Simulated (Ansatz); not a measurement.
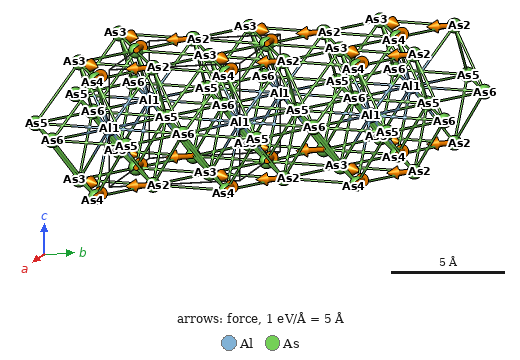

Starting geometry of solid AlAs₅ (a generated structure, set up in P-62m) (coarse preliminary run) with the computed forces as orange arrows. Style: ball-and-stick. Shown: the cell of the calculation, repeated 1 × 2 × 1 with one cell outlined, slightly off an axis.

All numbers below come from Ansatz 0.2.0, DFT PBE, scalar-relativistic, plane waves, PAW. Settings: plane-wave cutoff 420 eV; k-point mesh 3 × 3 × 4; occupations gaussian; smearing width 0.1 eV; no spin polarisation; cell and atoms relaxed; force threshold 0.04 eV/Å; at most 70 steps.

**What follows when this structure is relaxed?**

It isn't relaxed: the largest force vector, on As atoms, is 0.26 eV/Å. The atoms end up moving mostly along the starting forces (cosine between the two patterns 1.00). The largest moves relative to the cell, 0.26 Å, are those of As2, As3 and As4. As3 goes along [1 1 0]. Al stays in place. The volume changes by −28.9 %, with a = b 5.934 → 5.269 Å (−11.2 %), c 5.336 → 4.809 Å (−9.9 %). Among the contacts that change: As2–As3 3.438 → 2.606 Å, Al1–As2 3.326 → 2.836 Å, Al1–As5 3.426 → 3.042 Å, As5–As6 3.426 → 3.042 Å. The space group stays P-62m (No. 189). After 6 accepted moves (7 points after the start) the energy has fallen by 3.175 eV per cell of the calculation. The largest force component goes from 0.26 to 0.013 eV/Å. Pressure: −12.87 GPa at the start and 0.01 GPa at the end. The SCF was repeated once at an unchanged geometry on a basis and grid sized afresh for the cell, which shifted the energy by 3.7 meV per cell of the calculation at most. Cost: 21 s on 1 thread of Intel(R) Xeon(R) 6975P-C (Granite Rapids), on a shared host, peak memory 0.44 GiB.
